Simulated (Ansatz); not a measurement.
## Electronic structure of Br3ClSi (SMILES Cl[Si](Br)(Br)Br) in real space

```xyz
5

Cl   -0.7669   -0.1949    1.8859
Si   -0.0007   -0.0172    0.0177
Br    1.7261   -1.3519   -0.1851
Br   -1.5351   -0.5667   -1.4480
Br    0.6264    2.0571   -0.3119
```

Geometry: PBE0-D4/def2-TZVP.

The calculation used Ansatz, RKS PBE0-D4/def2-TZVPP.

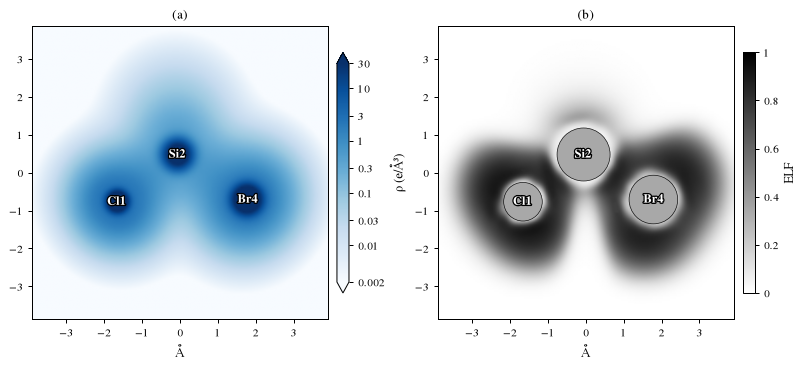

Figure 1. (a) total electron density; (b) ELF on the plane of atoms Cl1, Si2 and Br4. Grey discs cover the atomic cores in the ELF map.

Interpret the plot.

The plane passes through Cl, Si and Br nuclei. Si–Cl (2.03 Å): the density is about 0.96 e/Å³ at the midpoint; the ELF peaks at about 0.85 between the atoms: a polar covalent bond. Si–Br (2.19 Å): ρ at the midpoint is about 0.83 e/Å³; the ELF peaks at about 0.85 between the atoms; a shared but strongly polarised pair. The ELF also peaks beside Br4 and Cl1, away from the bonds: lone-pair regions.

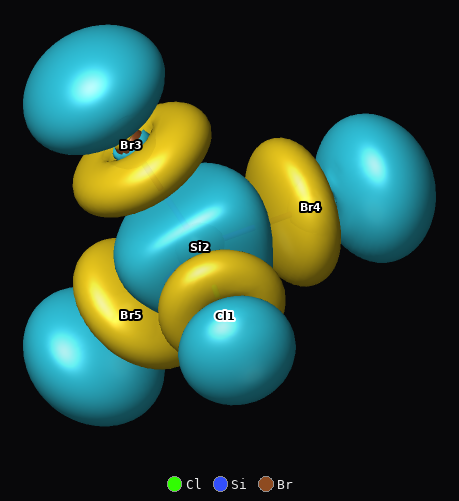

Figure 2. The LUMO at ±0.06 Å⁻³ᐟ² (yellow and cyan are the two phases), seen at an oblique angle.

Where does this orbital lie, and at what energy?

Its weight (Hirshfeld) is mainly on Si2 (about 30 %), Br3 (about 20 %), Br4 (about 20 %), Br5 (about 20 %) and Cl1 (about 10 %). Its energy is −1.44 eV.

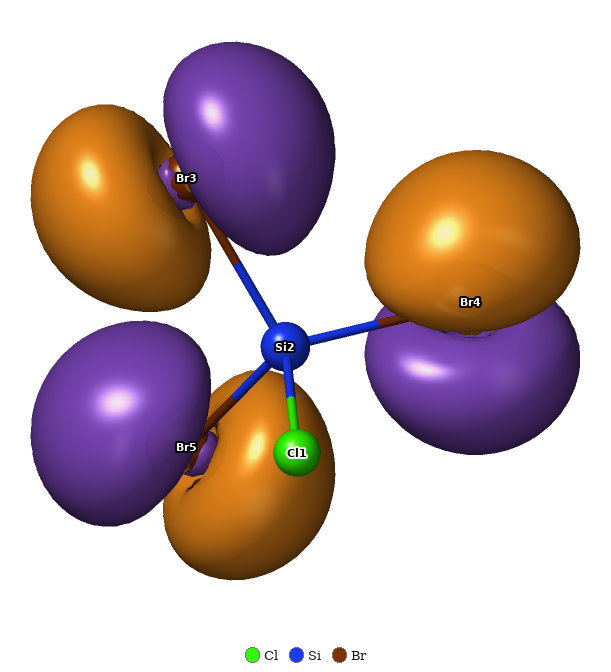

Figure 3. One frontier orbital at ±0.08 Å⁻³ᐟ² (orange and purple are the two phases), seen at a tilt.

Which orbital is it: HOMO or LUMO?

The HOMO, at −8.70 eV. Its weight (Hirshfeld) is mainly on Br4 (about 30 %), Br3 (about 30 %) and Br5 (about 30 %); largely a combination of lone pairs on Br4, Br3 and Br5.
